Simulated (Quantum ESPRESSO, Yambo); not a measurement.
# Quasiparticle gap of AlN (P6_3mc) in Yambo, part 2 of 2

Wanted: ground state, empty states, screening and self-energy for AlN (P6_3mc).

Quantum ESPRESSO 7.5 and Yambo 5.3.0; PBE and many-body steps on it, plane waves. Known limits of the many-body steps: not at the basis limit; coarse k mesh.

So far. Step 2 (Ground state): The gap is direct, at Γ. Step 3 (Bands along the symmetry lines): The gap is 4.221 eV, as in the run before at this level.

The database entry behind the starting cell differs from later determinations by our own check (inner coordinate u about 0.002 short), so it need not match the best structure at ambient conditions.

### Step 4. Empty states on the mesh, 3×3×4 mesh, 501 bands

Level of this step: DFT, PBE, plane waves, norm-conserving pseudopotentials (Quantum ESPRESSO).

The sums over transitions need many empty states on a uniform mesh; this step solves for them.

File pw.in:

```
&control
  calculation = 'nscf'
  prefix = 'x'
  outdir = 'o'
  pseudo_dir = 'pseudo'
/
&system
  ibrav = 0
  nat = 4
  ntyp = 2
  ecutwfc = 72.0
  nbnd = 501
  force_symmorphic = .true.
/
&electrons
  conv_thr = 1e-9
  electron_maxstep = 80
  diago_full_acc = .true.
  diago_thr_init = 5e-6
/
ATOMIC_SPECIES
  Al 26.982 Al.upf
  N 14.007 N.upf
CELL_PARAMETERS angstrom
  3.1130000000 -0.0000000000 0.0000000000
  -1.5565000000 2.6959370820 0.0000000000
  0.0000000000 0.0000000000 4.9810000000
ATOMIC_POSITIONS crystal
  Al 0.3333333333 0.6666666667 0.0000000000
  Al 0.6666666667 0.3333333333 0.5000000000
  N 0.3333333333 0.6666666667 0.3800000000
  N 0.6666666667 0.3333333333 0.8800000000
K_POINTS automatic
  3 3 4 0 0 0
```

Command:

```
$ OMP_NUM_THREADS=1 mpirun -n 4 pw.x -nk 4 -in pw.in > pw.out
```

Log:

```text
[banner, memory and clock lines left out]
Program PWSCF v.7.5 starts

     Atomic positions and unit cell read from directory:
     o/x.save/

     Message from routine setup:
     using ibrav=0 with symmetry is DISCOURAGED, use correct ibrav instead

     G-vector sticks info

     bravais-lattice index     =            0
     lattice parameter (alat)  =       5.8827  a.u.
     unit-cell volume          =     282.0993 (a.u.)^3
     number of atoms/cell      =            4
     number of atomic types    =            2
     number of electrons       =        16.00
     number of Kohn-Sham states=          501
     kinetic-energy cutoff     =      72.0000  Ry
     charge density cutoff     =     288.0000  Ry
     Exchange-correlation= PBE
                           (   1   4   3   4   0   0   0)

     celldm(1)=   5.882717  celldm(2)=   0.000000  celldm(3)=   0.000000
     celldm(4)=   0.000000  celldm(5)=   0.000000  celldm(6)=   0.000000

     crystal axes: (cart. coord. in units of alat)
               a(1) = (   1.000000  -0.000000   0.000000 )
               a(2) = (  -0.500000   0.866025   0.000000 )
               a(3) = (   0.000000   0.000000   1.600064 )

     reciprocal axes: (cart. coord. in units 2 pi/alat)
               b(1) = (  1.000000  0.577350 -0.000000 )
               b(2) = (  0.000000  1.154701 -0.000000 )
               b(3) = ( -0.000000 -0.000000  0.624975 )
     Pseudo is Norm-conserving + core correction, Zval =  3.0
     Generated using ONCVPSP code by D. R. Hamann
     Using radial grid of 1876 points,  6 beta functions with:
     Pseudo is Norm-conserving + core correction, Zval =  5.0
     Generated using ONCVPSP code by D. R. Hamann
     Using radial grid of 1058 points,  4 beta functions with:
     Al                3.00    26.98200     Al( 1.00)
     N                 5.00    14.00700     N ( 1.00)

      6 Sym. Ops. (no inversion) found

   Cartesian axes

     site n.     atom                  positions (alat units)
         1        Al     tau(   1) = (  -0.0000000   0.5773503   0.0000000  )
         2        Al     tau(   2) = (   0.5000000   0.2886751   0.8000321  )
         3        N      tau(   3) = (  -0.0000000   0.5773503   0.6080244  )
         4        N      tau(   4) = (   0.5000000   0.2886751   1.4080565  )

     number of k points=    10
                       cart. coord. in units 2pi/alat
        k(    1) = (   0.0000000   0.0000000   0.0000000), wk =   0.0555556
        k(    2) = (   0.0000000   0.0000000   0.1562437), wk =   0.1111111
        k(    3) = (   0.0000000   0.0000000  -0.3124875), wk =   0.0555556
[...]
k(    9) = (   0.3333333   0.5773503  -0.3124875), wk =   0.1111111
        k(   10) = (   0.0000000  -0.3849002   0.1562437), wk =   0.3333333

     Dense  grid:    23187 G-vectors     FFT dimensions: (  32,  32,  54)

     The potential is recalculated from file :
     o/x.save/charge-density

     Starting wfcs are   16 randomized atomic wfcs +  485 random wfcs

     Band Structure Calculation

     End of band structure calculation

          k = 0.0000 0.0000 0.0000 (  2863 PWs)   bands (ev):

    -8.0385  -5.8877   1.1322   6.2756   6.2756   6.9268   6.9268   7.1067
    11.3272  13.7824  17.6990  18.2976  18.2976  20.2844  20.2886  20.2886
    21.6418  21.6418  21.9213  24.4378  24.4378  26.5454  29.5081  29.8483
[...]
[... 51 further rows ...]
[...]
287.8538 287.8538 288.6053 288.6327 288.6327

          k = 0.0000 0.0000 0.1562 (  2893 PWs)   bands (ev):

[...]
[... 51 further rows ...]
[...]
287.4024 287.6917 287.6917 288.2114 288.2114

          k = 0.0000 0.0000-0.3125 (  2858 PWs)   bands (ev):

[...]
76.5466  76.5466  76.9146  76.9146  76.9146  76.9146  77.7650  77.7650
     [... 51 further rows ...]
   278.7178 278.7178 279.2420 279.2420 281.1891 281.1891 288.7114 288.7114
   288.7114 288.7114 292.1299 292.1299 294.2788

          k = 0.0000 0.3849 0.0000 (  2892 PWs)   bands (ev):

     [... further k-points ...]

     highest occupied, lowest unoccupied level (ev):     7.1067   11.3272

     XML data file, pseudopotentials, collected wavefunctions
```

The job ended after 86 s (4 MPI ranks of Arm Neoverse V1, shared host; peak memory 0.82 GiB; 5.7 min of CPU time).

This step gave:

- gap: 4.221 eV
- k of the valence top: 0, 0, 0
- k of the conduction bottom: 0, 0, 0
- least direct gap: 4.221 eV
- k points computed: 10
- lowest point of the top converged band, above the valence top: 281.1048 eV

On this mesh the gap is 4.221 eV.

### Step 5. Conversion and set-up

This step: Yambo 5.3.0; conversion and set-up on PBE, plane waves, norm-conserving pseudopotentials.

The states are converted to the many-body program's format and the q mesh is built.

Command:

```
$ (cd o/x.save; p2y > p2y.log; mv SAVE ../..); yambo > setup.log
```

Log:

```text
 Yambo, version 5.3.0

 [02] CORE Variables Setup
 =========================

  [02.01] Unit cells
  ==================

  Cell kind             :  HCP
  Atoms in the cell     :  Al  N
  number of Al atoms    :  2
  number of N  atoms    :  2

  List of atomic masses
  Mass of Al    :  26.98200
  Mass of N     :  14.00700

  List of atomic coordinates    : [cc]
  Al1       : -0.29414E-09   3.3964       0.0000      order 1
  Al2       :  2.941359  1.698194  4.706363  order 2
  N1       : -0.29414E-09   3.3964       3.5768      order 3
  N2       :  2.941359  1.698194  8.283199  order 4

  Alat factors          :  5.882717  5.094583  9.412726 [a.u.]
  Direct lattice volume :  282.0993 [a.u.]
  Direct lattice vectors:  A[ 1 ]  A[ 2 ]  A[ 3 ]
   A[ 1 ]:  1.000000 -0.000000  0.000000  [iru]
   5.882717 -0.000000  0.000000  [cc]
   A[ 2 ]: -0.500000  1.000000  0.000000  [iru]
  -2.941359  5.094583  0.000000  [cc]
   A[ 3 ]:  0.000000  0.000000  1.000000  [iru]
   0.000000  0.000000  9.412726  [cc]

  Recip. lattice volume :  0.879301 [a.u.]
  Recip. lattice vectors:  B[ 1 ]  B[ 2 ]  B[ 3 ]
   B[ 1 ]:  1.000000  0.500000  0.000000  [iku]
   1.068075  0.616654 -0.000000  [cc]
   B[ 2 ]:  0.000000  1.000000  0.000000  [iku]
   0.000000  1.233307 -0.000000  [cc]
   B[ 3 ]:  0.000000  0.000000  1.000000  [iku]
  -0.000000 -0.000000  0.667520  [cc]

  [02.02] Symmetries
  ==================

  Inversion symmetry    : yes
  Spatial inversion     : no
  Inversion index       :   7
  K-space Time-reversal : yes
  Magnetic symmetries   : no
  Time-reversal derived K-space symmetries:   7  12
  Group table correct   : yes
  Symmetries units      :  [cc]

   [S  1]:   1.0000       0.0000       0.0000     -0.10606E-18   1.0000       0.0000       0.0000       0.0000       1.0000
   [S  2]: -0.500000  0.866025  0.000000 -0.866025 -0.500000  0.000000  0.000000  0.000000  1.000000
   [S  3]: -0.500000 -0.866025  0.000000  0.866025 -0.500000  0.000000  0.000000  0.000000  1.000000
   [S  4]:  -1.0000       0.0000       0.0000      0.10606E-18   1.0000       0.0000       0.0000       0.0000       1.0000
   [S  5]:  0.500000  0.866025  0.000000  0.866025 -0.500000  0.000000  0.000000  0.000000  1.000000
   [S  6]:  0.500000 -0.866025  0.000000 -0.866025 -0.500000  0.000000  0.000000  0.000000  1.000000
   [S* 7]:  -1.0000      -0.0000      -0.0000      0.10606E-18  -1.0000      -0.0000      -0.0000      -0.0000      -1.0000
   [S* 8]:  0.500000 -0.866025 -0.000000  0.866025  0.500000 -0.000000 -0.000000 -0.000000 -1.000000
   [S* 9]:  0.500000  0.866025 -0.000000 -0.866025  0.500000 -0.000000 -0.000000 -0.000000 -1.000000
   [S*10]:   1.0000      -0.0000      -0.0000     -0.10606E-18  -1.0000      -0.0000      -0.0000      -0.0000      -1.0000
   [S*11]: -0.500000 -0.866025 -0.000000 -0.866025  0.500000 -0.000000 -0.000000 -0.000000 -1.000000
[...]
K_min[ 3 ] :  0.33333      0.23545E-11   0.0000     [rlu]
  Grid dimensions      :   4   3   3
  K lattice UC volume  :  0.024425 [a.u.]

  IBZ K-points                                      :  10
  BZ  K-points                                      :   36

  K/Q-points units:
  rlu = crystal or reduced units; cc = cartesian coordinates; iku = interal k-units

  K [ 1]         [rlu]:  0.000000  0.000000  0.000000
         WF components:  2863
  K [ 2]         [rlu]:  0.000000  0.000000  0.250000
         WF components:  2893
  K [ 3]         [rlu]:  0.000000  0.000000 -0.500000
         WF components:  2858
[...]
K [ 8]         [rlu]:  0.333333  0.333333  0.250000
[...]
K [ 9]         [rlu]:  0.333333  0.333333 -0.500000
         WF components:  2934
  K [10]         [rlu]:  0.000000 -0.333333  0.250000
         WF components:  2910

  [02.05] Energies & Occupations
  ==============================

  [X] === General ===
  [X] Electronic Temperature                        :  0.000000  0.000000 [eV K]
  [X] Bosonic    Temperature                        :  0.000000  0.000000 [eV K]
  [X] Finite Temperature mode                       : no
  [X] El. density                                   :  0.38275E+24 [cm-3]
  [X] Fermi Level                                   :  7.106664 [eV]

  [X] === Gaps and Widths ===
  [X] Conduction Band Min                           :  4.220509 [eV]
  [X] Valence Band Max                              :  0.000000 [eV]
  [X] Filled Bands                                  :   8
  [X] Empty Bands                                   :     9   501
  [X] Direct Gap                                    :  4.220509 [eV]
  [X] Direct Gap localized at k                     :  1
  [X] Indirect Gap                                  :  4.220509 [eV]
  [X] Indirect Gap between kpts                     :  1  1
  [X] Last valence band width                       :  2.371270 [eV]
  [X] 1st conduction band width                     :  3.218767 [eV]

  E @ K [ 1]:  [eV]
  -15.14520 -12.99438  -5.97443  -0.83104  -0.83104  -0.17988  -0.17988   0.00000
[...]
occ @ K [ 1]
[...]
E @ K [ 2]:  [eV]
[...]
occ @ K [ 2]
[...]
E @ K [ 3]:  [eV]
[...]
occ @ K [ 3]
[...]
E @ K [ 8]:  [eV]
[...]
occ @ K [ 8]
[...]
E @ K [ 9]:  [eV]
[...]
occ @ K [ 9]
[...]
E @ K [10]:  [eV]
[...]
occ @ K [10]
   2.000000  2.000000  2.000000  2.000000  2.000000  2.000000  2.000000  2.000000
   0.000000  0.000000  0.000000  0.000000  0.000000  0.000000  0.000000  0.000000

 [03] Transferred momenta grid and indexing
 ==========================================

 IBZ Q-points                                      :  10
 BZ  Q-points                                      :   36

 K/Q-points units:
 rlu = crystal or reduced units; cc = cartesian coordinates; iku = interal k-units

 Q [ 1]         [rlu]:  0.000000  0.000000  0.000000
 Q [ 2]         [rlu]:  0.000000  0.000000  0.250000
 Q [ 3]         [rlu]:  0.000000  0.000000 -0.500000
[...]
Q [ 8]         [rlu]:  0.333333  0.333333  0.250000
 Q [ 9]         [rlu]:  0.333333  0.333333 -0.500000
 Q [10]         [rlu]:  0.40821E-19 -0.33333      0.25000

  [03.01] X indexes
  =================

   [03.01.01] Sigma indexes
   ========================

 [06] Game Over & Game summary
```

Wall time 2.2 s (1 MPI rank); peak memory 0.23 GiB.

### Step 6. Screening and self-energy, 3×3×4 mesh, 501 bands, screening to 353.7 eV

G0W0 replaces the xc potential by the self-energy, built once from these orbitals. Only a window of levels is corrected, while the sums run over the empty bands that the input names.

This step: G0W0 on PBE, plane waves, norm-conserving pseudopotentials.

File gw3.in:

```
HF_and_locXC
gw0
dyson
ppa
em1d
rim_cut
RandQpts= 1000000
RandGvec= 1 RL
EXXRLvcs= 72 Ry
VXCRLvcs= 288 Ry
Chimod= "HARTREE"
% BndsRnXp
 1 | 501 |
%
NGsBlkXp= 26 Ry
% LongDrXp
 1 | 1 | 1 |
%
% GbndRnge
 1 | 501 |
%
DysSolver= "n"
ExtendOut
PPAPntXp= 27.21138 eV
% QPkrange
 1 | 1 | 7 | 10 |
%
```

Command:

```
$ OMP_NUM_THREADS=1 mpirun -n 4 yambo -F gw3.in -J gw3 -C gw3 > gw3.log
```

Log:

```text
 Yambo, version 5.3.0

 [02] CORE Variables Setup
 =========================

  [... cell, symmetries and grids as in the set-up ...]

  [02.05] Energies & Occupations
  ==============================

  [X] === General ===
  [X] Electronic Temperature                        :  0.000000  0.000000 [eV K]
  [X] Bosonic    Temperature                        :  0.000000  0.000000 [eV K]
  [X] Finite Temperature mode                       : no
  [X] El. density                                   :  0.38275E+24 [cm-3]
  [X] Fermi Level                                   :  7.106664 [eV]

  [X] === Gaps and Widths ===
  [X] Conduction Band Min                           :  4.220509 [eV]
  [X] Valence Band Max                              :  0.000000 [eV]
  [X] Filled Bands                                  :   8
  [X] Empty Bands                                   :     9   501
  [X] Direct Gap                                    :  4.220509 [eV]
  [X] Direct Gap localized at k                     :  1
  [X] Indirect Gap                                  :  4.220509 [eV]
  [X] Indirect Gap between kpts                     :  1  1
  [X] Last valence band width                       :  2.371270 [eV]
  [X] 1st conduction band width                     :  3.218767 [eV]

 [03] Transferred momenta grid and indexing
 ==========================================

 IBZ Q-points                                      :  10
 BZ  Q-points                                      :   36

 K/Q-points units:
 rlu = crystal or reduced units; cc = cartesian coordinates; iku = interal k-units

 Q [ 1]         [rlu]:  0.000000  0.000000  0.000000
 Q [ 2]         [rlu]:  0.000000  0.000000  0.250000
 Q [ 3]         [rlu]:  0.000000  0.000000 -0.500000
 Q [ 4]         [rlu]: -0.40821E-19  0.33333       0.0000
 Q [ 5]         [rlu]: -0.40821E-19  0.33333      0.25000
 Q [ 6]         [rlu]: -0.40821E-19  0.33333     -0.50000
 Q [ 7]         [rlu]:  0.333333  0.333333  0.000000
 Q [ 8]         [rlu]:  0.333333  0.333333  0.250000
 Q [ 9]         [rlu]:  0.333333  0.333333 -0.500000
 Q [10]         [rlu]:  0.40821E-19 -0.33333      0.25000

 [04] Coloumb potential Random Integration (RIM)
 ===============================================

  [04.01] RIM initialization
  ==========================

  * Diagonal components only detected *

  8 x (sBL volume)        :  0.195400 [a.u.]
  sBZ random points       :  1000000
  Points outside the sBZ  :   7994252
  RL volume               :  0.879301 [a.u.]
  Integrated volume       :  0.879933 [a.u.]

  [04.02] RIM integrals
  =====================

  Gamma point sphere radius             :  0.105259 [a.u.]
  Points outside the sphere             :   811608
  [Int_sBZ(q=0) 1/q^2]*(Vol_sBZ)^(-1/3) =:  7.236165
                                 should be <:  7.795600

  Summary of Coulomb integrals for non-metallic bands |Q|[au] RIM/Bare

  Q [1] 0.100000E-4 0.928237 * Q [2] 0.166880 0.646012
  Q [3] 0.333760 0.872534 * Q [4] 0.411102 1.143679
  Q [10] 0.443682 1.087027 * Q [5] 0.443682 1.086663
  Q [6] 0.529529 1.022105 * Q [7] 0.712050 1.044470
  Q [8] 0.731344 1.037865 * Q [9] 0.786391 1.024498

 [05] Dipoles
 ============

  [05.01] Setup: observables and procedures
  =========================================

  [WARNING] [x,Vnl] slows the Dipoles computation. To neglect it rename the ns.kb_pp file

 [06] Dynamic Dielectric Matrix (PPA)
 ====================================

 [WR./gw3//ndb.pp]---------------------------------------------------------------
  Brillouin Zone Q/K grids (IBZ/BZ)                :   10   36   10   36
  RL vectors                                       :   3777 [WF]
  Coulomb cutoff potential                         : none
  Electronic Temperature                           :  0.000000 [K]
  Bosonic    Temperature                           :  0.000000 [K]
  PPA    diel. fun.  energies                      : Perdew, Burke & Ernzerhof(X)+Perdew, Burke & Ernzerhof(C)
  wavefunctions                                    : Perdew, Burke & Ernzerhof(X)+Perdew, Burke & Ernzerhof(C)
  Global Gauge                                     : length
  X matrix size                                    :   627
  X band range                                     :     1   501
  X e/h energy range                               : -1.000000 -1.000000 [eV]
  X Time ordering                                  : R
  X Hxc Kernel                                     : HARTREE
  X Drude frequency                                :  0.000000  0.000000
  X poles                                          :  100.0000 [o/o]
  RL vectors in the sum                            :   3777
  [r,Vnl] included                                 : yes
  Field direction                                  :  0.577350E-5  0.577350E-5  0.577350E-5
  BZ energy Double Grid                            : no
  BZ energy DbGd points                            : 0
  BZ Q point size factor                           : -1.000000
  X Optical Averaged directions                    : none

 [07] Local Exchange-Correlation + Non-Local Fock
 ================================================

 [VXC] Plane waves :  23187
 [EXS] Plane waves :  2875

 QP @ state[ 1 ] K range:  1  1
 QP @ state[ 1 ] b range:   7  10

 [xc] Functional : Perdew, Burke & Ernzerhof(X)+Perdew, Burke & Ernzerhof(C)
 [xc] LIBXC used to calculate xc functional
  PP Number of Atomic Species                      :  2
  NLCC RL compoments                               :  23187
  PP Number of Atomic Species                      :  2
  NLCC RL compoments                               :  23187

 [xc] E_xc :  -6.931593 [Ha]
      E_xc :  -13.86319 [Ry]

  Local XC kind (lXC) : Perdew, Burke & Ernzerhof(X)+Perdew, Burke & Ernzerhof(C)
  Non-Local XC kind (nlXC) : Hartree-Fock

  Corrections @ K [1] :  [eV]
 <7|nlXC|7> = -21.12496 -0.14039E-16 <7|lXC|7> = -16.99289  0.37763E-15
 <8|nlXC|8> = -20.86447 -0.20802E-16 <8|lXC|8> = -17.08523  0.18882E-15
 <9|nlXC|9> = -7.867130 -0.16316E-17 <9|lXC|9> = -12.50474 -0.56645E-15
 <10|nlXC|10> = -5.604894  0.83243E-18 <10|lXC|10> = -10.79204  0.18882E-15

 [08] Dyson equation: Newton solver
 ==================================

  [08.01] G0W0 (W PPA)
  ====================

  [  GW  ] Bands range     :     1   501
  [GW/PPA] G damping       :  0.100000 [eV]

  QP @ state[ 1 ] K range:  1  1
  QP @ state[ 1 ] b range:   7  10

   Sc/G bands                                       :     1   501
   Sc/G damping                                     :  0.100000 ev
   Sc bands terminator                              : no
   Sx RL components                                 :  2875

   QP @ state[ 1 ] K range                          :  1  1
   QP @ state[ 1 ] b range                          :   7  10
   GF energies kind                                 : Perdew, Burke & Ernzerhof(X)+Perdew, Burke & Ernzerhof(C)
   GF WF`s kind                                     : Perdew, Burke & Ernzerhof(X)+Perdew, Burke & Ernzerhof(C)
   Xs energies kind                                 : Perdew, Burke & Ernzerhof(X)+Perdew, Burke & Ernzerhof(C)
   Xs WF`s kind                                     : Perdew, Burke & Ernzerhof(X)+Perdew, Burke & Ernzerhof(C)

 [11] Game Over & Game summary
```

The job ended after 12 min (4 MPI ranks; peak memory 2.4 GiB; 47 min of CPU time).

Numbers from this step:

| Quantity | Value |
| --- | --- |
| G0W0 gap on the points computed | 5.655 eV |
| starting gap on the mesh | 4.221 eV |
| k of the valence top | 0, 0, 0 |
| k of the conduction bottom | 0, 0, 0 |
| least direct G0W0 gap on the computed points | 5.655 eV |
| Z at the valence top | 0.7910 |
| Z at the conduction bottom | 0.8181 |

The gap on the mesh goes from 4.22 eV to 5.65 eV, a correction of +1.43 eV.

Limits: finite bands, cutoff and mesh; coarse k mesh. v1 is the top filled band, c1 the lowest empty one. Levels before and after the correction, in eV, zero at the valence-band top of each column:

```csv
,conduction bottom,valence top
Kohn-Sham,4.22,0.00
G0W0,5.65,0.00
```

```csv
,level,energy (eV)
Kohn-Sham,Γ v2,-0.180
Kohn-Sham,Γ v1,0.000
Kohn-Sham,Γ c1,4.221
Kohn-Sham,Γ c2,6.676
G0W0,Γ v2,-0.261
G0W0,Γ v1,0.000
G0W0,Γ c1,5.655
G0W0,Γ c2,8.194
```

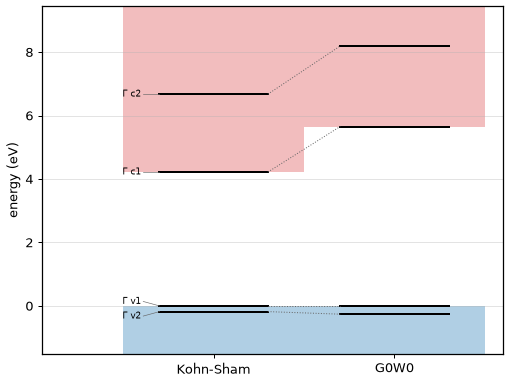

Levels before and after the correction. Shaded: valence and conduction bands.

### Step 7. Where the time went

Times are wall times on the hardware named with each run, good to a factor of about two.

```csv
step,time,share,memory (GiB)
ground state,5.6 s,1 %,0.24
bands along the symmetry lines,4.5 s,1 %,0.2
empty states on the mesh,86 s,11 %,0.82
conversion and set-up,2.2 s,0 %,0.23
screening and self-energy,12 min,88 %,2.4
```

### Step 8. Results

```
PBE gap              : 4.22 eV, direct
G0W0 gap on the mesh : 5.65 eV
GW settings          : 3×3×4 mesh, 501 bands, screening to 353.7 eV, Godby-Needs plasmon pole
known limits         : not at the basis limit; coarse k mesh
```

**Reading.** G0W0 moves the gap on the mesh from 4.22 eV to 5.65 eV (+1.43 eV), with Z of 0.79 and 0.82 at the edges. Only 1 of the mesh's irreducible points was corrected, so a valley elsewhere could overtake. The dearest step here is «screening and self-energy». Bands and cutoff are finite, so the gap is not at the basis limit. The miss can reach some tenths of an eV and take either sign; the mesh is an error of its own. In the G0W0 run levels were corrected at 1 k point alone, so a gap called «on the mesh» is the least over those, and an edge elsewhere would be missed. The 3×3×4 mesh is coarse for this cell, which bears on the long-range parts of exchange and screening.

[Paths, hosts, dates, memory and timing lines, banners, echoed tables and standing remarks are left out of the program output.]

[Logs are printed without paths, hosts, clocks, repeated set-up lines and the standing remarks that a program may print on its own settings, such as how far it seeks lower states.]

[Runs of the session that timed out or met a known fault of the program may be left out.]

[Hosts, paths, dates, database ids (printed as entryN), source tags and the programs' standing remarks are cut or masked in the printed files.]
